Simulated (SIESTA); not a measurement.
Band structure of YHg2 (P6/mmm, 3 atoms in the cell).

```xyz
3
Lattice="4.8015 0.0000 0.0000 -2.4008 4.1582 0.0000 0.0000 0.0000 3.4346" Properties=species:S:1:pos:R:3 pbc="T T T"
Y      0.0000     0.0000     0.0000
Hg     0.0000     2.7722     1.7173
Hg     2.4008     1.3861     1.7173
```

Method of the run: GGA PBEsol, numerical atomic orbitals DZP, PseudoDojo PBEsol standard norm-conserving potentials (rewritten from UPF to PSML) run with SIESTA.

Settings: XC.functional = GGA; XC.authors = PBEsol; potentials = PseudoDojo PBEsol standard; PAO.BasisSize = DZP; PAO.EnergyShift = 0.01 Ry; MeshCutoff = 300 Ry; kgrid.MonkhorstPack = 9 9 11; OccupationFunction = FD; ElectronicTemperature = 136 meV; MaxSCFIterations = 150; SCF.Mixer.Method = Broyden; SCF.Mixer.Weight = 0.25; SCF.Mixer.History = 6; SCF.DM.Tolerance = 1.0E-04.

The starting cell comes from a database of computed structures (which also holds hypothetical and non-ambient phases and stackings), without a prior relaxation at this level. Its lattice was rescaled by a random factor within 2.5 % of one. Spin-orbit coupling is off. Values carry the incompleteness of an atom-centred basis.

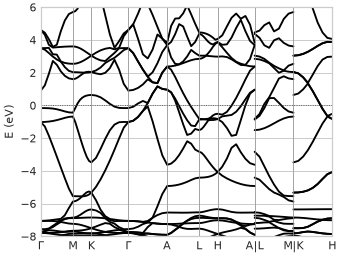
Bands along the path, energies from the Fermi level.

Levels in eV from the Fermi level, bands 23 to 28:
| point | 23 | 24 | 25 | 26 | 27 | 28 |
|---|---|---|---|---|---|---|
| Γ | -7.06 | -1.02 | -1.02 | -0.17 | 0.90 | 3.49 |
| M | -5.87 | -5.55 | -0.68 | -0.45 | 1.60 | 2.03 |
| K | -5.33 | -5.33 | -3.48 | 0.63 | 2.04 | 2.04 |
| A | -4.93 | -3.63 | 0.96 | 0.96 | 2.37 | 2.37 |
| L | -4.41 | -2.83 | -1.51 | -0.87 | -0.83 | 2.84 |
| H | -4.07 | -4.07 | -0.83 | -0.83 | -0.51 | 2.98 |

Bands cross the Fermi level along this path, so the cell is metallic at this level.

Higher empty bands are left out: an atom-centred basis made for the valence describes them poorly.
